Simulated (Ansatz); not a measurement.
# A computed series for MgS: pressure series

The parent structure is MgS in the rock salt structure (space group Fm-3m, No. 225; a = 5.203 Å).

Cell and atoms are relaxed at each pressure.

The values are results of r2SCAN, PAW, 500 eV (Ansatz, a first-principles code; spin-orbit coupling left out), not measurements.

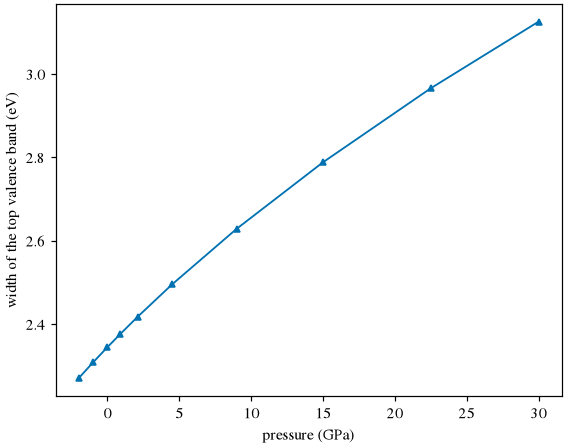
Figure: Width of the top valence band against pressure

Q: From the plot, what is the width of the top valence band for pressure 9 GPa?

A: About 2.63 eV.

Q: Is the trend monotonic over the range shown?

A: Yes, it rises throughout, spanning 2.27 eV to 3.13 eV.

The levels and masses belong to the bands next to the band gap. Load acts through the strain it causes; cell and atoms are relaxed under it. Whether these cells are dynamically stable was not tested. No other phases were tried under pressure.
